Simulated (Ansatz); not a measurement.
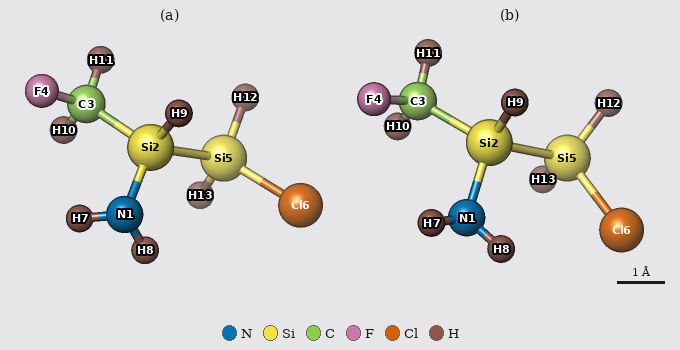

The structure of CH7ClFNSi2 before (left) and after (right) a relaxation, at one scale.

The picture is a ball-and-stick view, seen at a tilt.

The run prepares an end point of a later path (inversion) calculation, from a guessed geometry.

Theory: Ansatz 0.2.0, RKS PBE-D4/def2-SVP. Settings: no spin polarisation; force threshold 0.015 eV/Å; at most 40 steps.

What changed between the two?

Answer. After 19 accepted moves (21 points after the start) the energy has fallen by 67.1 kJ/mol. Largest force component: 2.9 eV/Å at the start, 0.011 eV/Å at the end. The line search rejected the trial steps at points 9, 13 of the run. The atom that moves furthest after the best rigid fit is Cl6 (0.67 Å). By element the largest moves are Cl 0.67 Å, H 0.56 Å, N 0.43 Å, F 0.26 Å, C 0.21 Å, Si 0.17 Å. Among the contacts that change: Si2–C3 1.827 → 1.911 Å, C3–F4 1.323 → 1.403 Å, Si2–H9 1.447 → 1.515 Å, N1–Si2 1.703 → 1.745 Å. Among the angles between lasting bonds that change: N1–Si2–Si5 115.7° → 103.3°, N1–Si2–H9 105.5° → 117.6°, Si2–N1–H8 105.1° → 116.9°. Cost: 79 s on 2 threads of Arm Neoverse V1, with other jobs on the host, peak memory 0.19 GiB.
